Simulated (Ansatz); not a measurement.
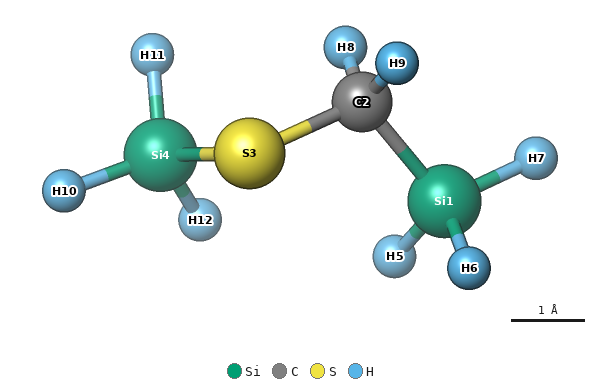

Figure 1. The structure (ball-and-stick view, seen at a tilt; atoms are numbered from 1 in the order of the input). Bond lengths as drawn: C–H 1.09 Å, C–S 1.83 Å, C–Si 1.88 Å, H–Si 1.48 to 1.49 Å and S–Si 2.13 Å.

# CH8SSi2: single-point calculation

- system: CH8SSi2
- method: RKS PBE0-D4/def2-TZVPP (Ansatz 0.2.0)

The geometry comes from this level: PBE0-D4/def2-TZVP.

### What the program printed
```
Functional definition: PBE0
  name "PBE0"
  cite "Adamo & Barone, J. Chem. Phys. 110, 6158 (1999) doi:10.1063/1.478522"
  cite "Perdew, Burke & Ernzerhof, Phys. Rev. Lett. 77, 3865 (1996) doi:10.1103/PhysRevLett.77.3865"
  parent pbe
  parameter a = 0.25
  parameter kappa = 0.804
  parameter beta = 0.06672455060314922
  exchange = (1 - a)*pbe_x(kappa = kappa, mu = beta*pi^2/3) + a*exact_x
  correlation = pbe_c(beta = beta)
1549 factors; their error is unknown
mean field evaluation 1: about -27743.8972 eV, gradient 4.1e1 eV
mean field evaluation 2: about -27740.9555 eV, gradient 5.0e1 eV
mean field evaluation 4: about -27747.7171 eV, gradient 1.6e0 eV
mean field evaluation 8: about -27747.7227 eV, gradient 2.5e-2 eV
mean field evaluation 16: about -27747.7598 eV, gradient 2.0e-5 eV
mean field -27747.75983059 eV, -1019.7113656672 hartree, gradient 2.0e-5 eV, S^2 0.000000; 0 other end points of the search recorded, 0 dependent functions left out
reference -27747.75986685 eV, -1019.7113669997 hartree; 29, 29 occupied and 240, 240 virtual orbitals, 1549 factors
Total energy: -27748.02332200 eV, -1019.7210487977 hartree
```

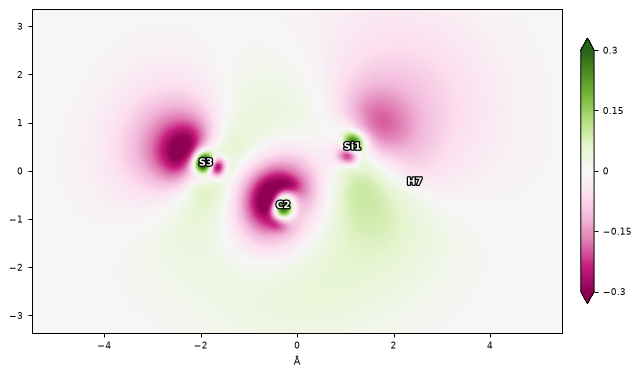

Figure 2. The LUMO on the plane of atoms C2, Si1 and H7 (values in Å⁻³ᐟ²; the overall sign is arbitrary). Its weight (Hirshfeld) is mainly on S3 (20 %), Si4 (20 %), Si1 (15 %) and C2 (10 %). Its energy is −0.16 eV.

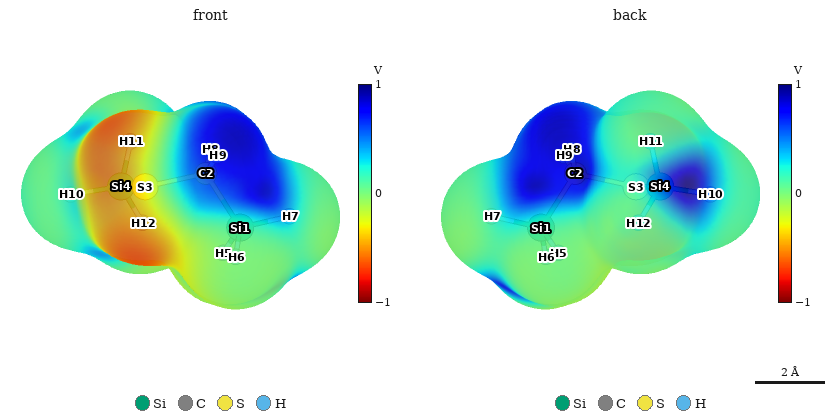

Figure 3. The electrostatic potential painted on the density surface at 0.001 e/bohr³, seen at a tilt and from behind; the colour scale runs from red (negative) to blue (positive).

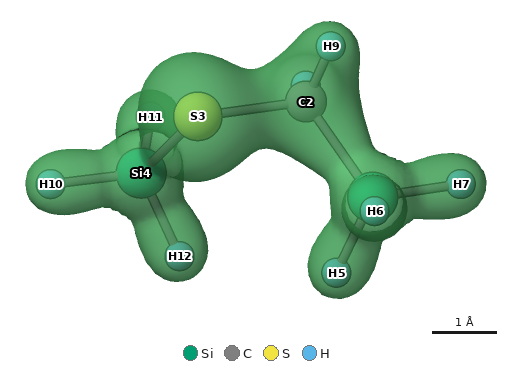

Figure 4. Isosurface of the electron density at 0.5 e/Å³ (green), seen at a tilt. At this value the surface is in one piece. On the grid the lowest density along these lines, outside the cores, is 1.2 e/Å³ (C–S, 1.83 Å), 0.81 e/Å³ (C–Si, 1.88 Å), 0.68 e/Å³ (Si–S, 2.13 Å) and 1.9 e/Å³ (C–H, 1.09 Å).

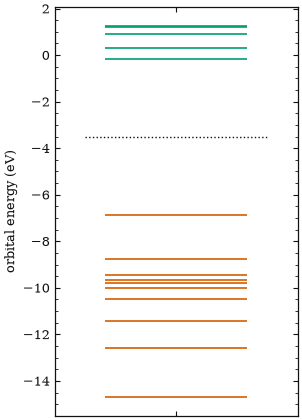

Figure 5. Orbital energies near the frontier; the dotted line parts filled from empty levels, and levels within 0.02 eV of each other stand side by side. Highest filled −6.89 eV, lowest empty −0.16 eV, 6.73 eV apart.

The run was set up as follows.

### Input file
```yaml
crystal:
  periodic: [false, false, false]
  atoms:
    - {symbol: Si, position_ang: [-1.651739, 0.823204, 0.352503]}
    - {symbol: C, position_ang: [-0.648143, -0.740036, 0.649132]}
    - {symbol: S, position_ang: [1.057870, -0.327624, 1.164894]}
    - {symbol: Si, position_ang: [2.017579, -0.217376, -0.729461]}
    - {symbol: H, position_ang: [-1.020080, 1.630857, -0.720717]}
    - {symbol: H, position_ang: [-1.699316, 1.613786, 1.607645]}
    - {symbol: H, position_ang: [-3.040154, 0.471666, -0.058317]}
    - {symbol: H, position_ang: [-0.633297, -1.397848, -0.223256]}
    - {symbol: H, position_ang: [-1.079782, -1.316727, 1.470504]}
    - {symbol: H, position_ang: [3.447663, 0.042953, -0.436430]}
    - {symbol: H, position_ang: [1.859143, -1.504538, -1.458815]}
    - {symbol: H, position_ang: [1.467156, 0.866582, -1.583880]}
basis:
  gaussian: {orbitals: def2-TZVPP}
hamiltonian: {xc: pbe0, dispersion: d4}
output: {orbitals: {seedname: orbitals}}
```

Launch command:
```bash
ansatz run in.yaml --threads 4 --pin off --events-out ev --progress --plain --max-ram 10444MiB
```

### Key numbers

```csv
quantity,value
outcome,converged
total energy,−27748.0233 eV
mean-field energy,−27747.7599 eV
dispersion energy,−0.2635 eV
SCF solution under orbital rotations,stable
HOMO,−6.89 eV
LUMO,−0.16 eV
hardware,"4 threads of AMD EPYC, 23 GiB of memory available, shared host"
wall time,3.2 s (CPU time 11 s)
peak memory,0.78 GiB
```
